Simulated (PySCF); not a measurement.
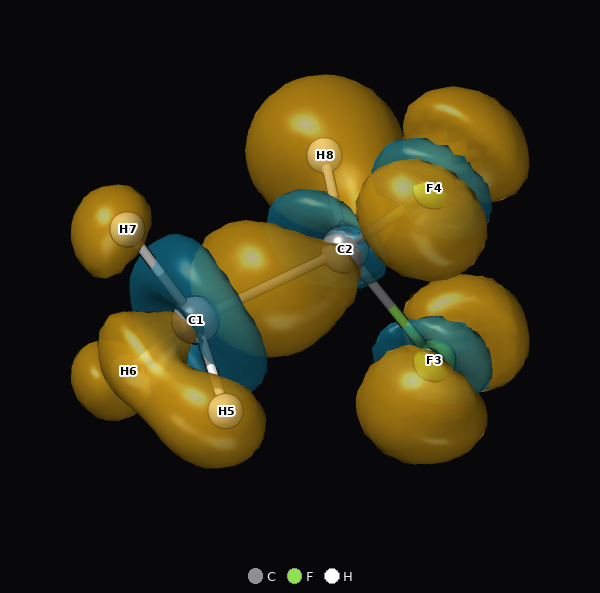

*C2H4F2, SMILES `CC(F)F`. Fukui function f⁻ = ρ(N) − ρ(N−1) at fixed geometry, surfaces at ±0.04 e/Å³ (yellow positive, teal negative).*

PySCF calculation, B3LYP/def2-SVPD, gas phase; geometry: GFN2-xTB. No frequency check shows the geometry to be a minimum.

Which atoms respond most to the removal of an electron?

Answer. f⁻ (Hirshfeld-condensed) is largest on F3 and F4 (0.21 each), H8 (0.15) and C2 (0.12); the vertical ionisation energy is 12.38 eV. Condensed values hint at sites of electrophilic attack but needn't mark the atom that reacts. Orbital relaxation makes it negative in places (0.17 e in all).

```csv
atom,f⁻,charge
C1,+0.11,−0.11
C2,+0.12,+0.17
F3,+0.21,−0.13
F4,+0.21,−0.13
H5,+0.07,+0.05
H6,+0.06,+0.05
H7,+0.06,+0.05
H8,+0.15,+0.05
```
